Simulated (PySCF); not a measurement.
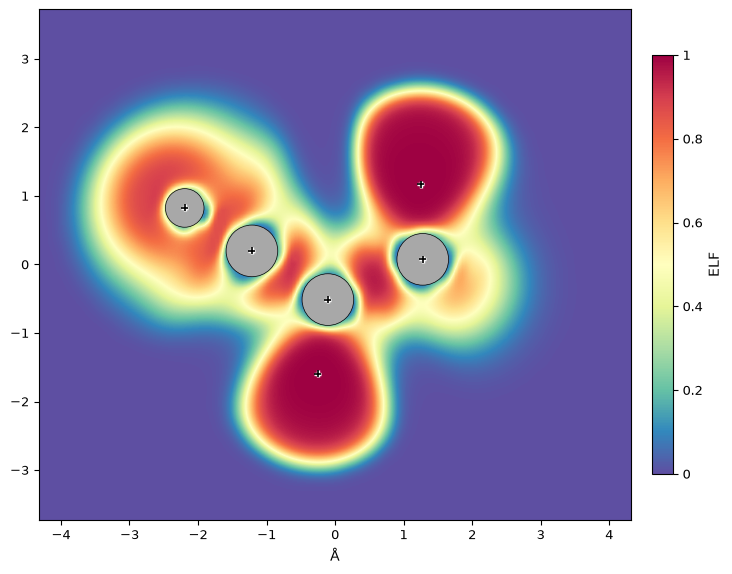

The ELF on a plane through atoms (crosses mark nuclei in the plane; grey discs cover the cores).

All numbers below come from PySCF 2.14.0, density-fitted response routines, DFT single point, gas phase, functional wB97X.

Candidates:
A. C3H4O (SMILES CC=C=O)
B. C3F6 (SMILES FC(F)=C(F)C(F)(F)F)
C. C4H6Si (SMILES C1=C[SiH2]C=C1)

### Which system is this?

Candidate A: C3H4O on the plane of atoms C1, C2 and C3, which holds C, O and H. C–O (1.16 Å): the ELF peaks at about 0.85 between the atoms (a multiple bond). C–C (1.32 Å): the ELF peaks at about 0.90 between the atoms: a multiple bond.
